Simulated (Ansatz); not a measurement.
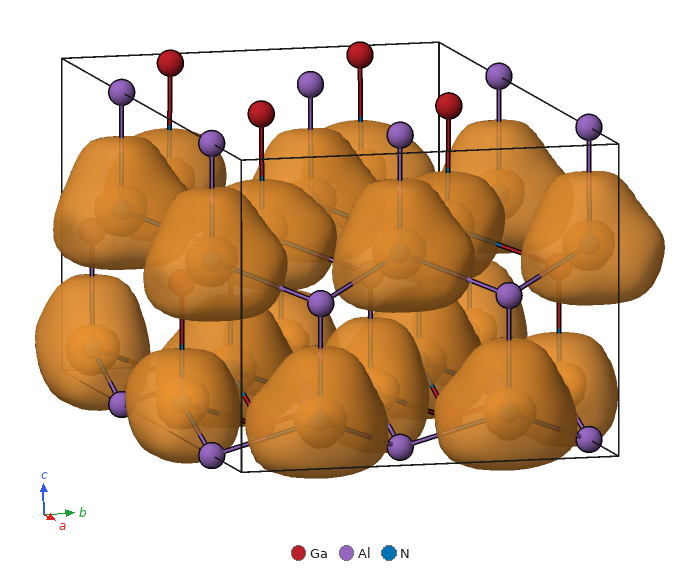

Figure 1: Al5Ga3N8. Isosurface of the ELF at 0.65 (orange), seen slightly off an axis. Core shells and regions of very low density are left out. Sticks mark near contacts.

Space group Cm; a generated structure, not necessarily the stable one.

The calculation used Ansatz, DFT PBEsol, scalar-relativistic, plane waves, PAW.

> Where are the electrons localised?

The ELF exceeds this value in 16 regions on N in which the atom's valence shell and bonds are merged, counted in one cell of 32 atoms. Regions shared between cells count once. Profiles from the grid: Al–N (1.88 Å): the ELF peaks at about 0.90 between the atoms, as expected for a polar covalent bond. Ga–N (1.93 Å): the ELF peaks at about 0.85 in the valence shell of N, 0.7 Å from its nucleus, and is about 0.50 at the midpoint.
